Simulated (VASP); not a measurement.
Band structure of LaP (relaxed from the CsCl type structure, space group Pm-3m). Computed with PBE GGA, VASP's PBE PAW potentials (set 64) (plane waves; VASP).

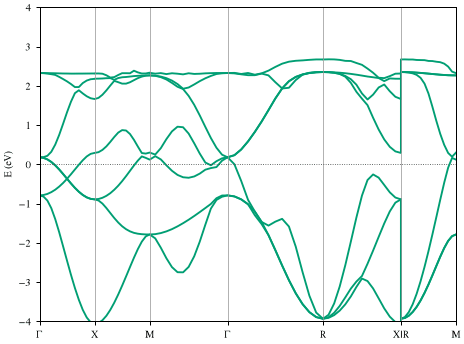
*Bands along high-symmetry lines, zero at the valence-band maximum or, without a gap, the Fermi level*

Read the plot: is there a gap, and where are the band edges?

It has no gap at this level: it comes out as a metal or semimetal. (Edges off the drawn lines would not show.)

The structure was generated: LaP was put into the CsCl type type (Pm-3m), which need not be its known phase. It was relaxed first, which changed the volume by -29 %.
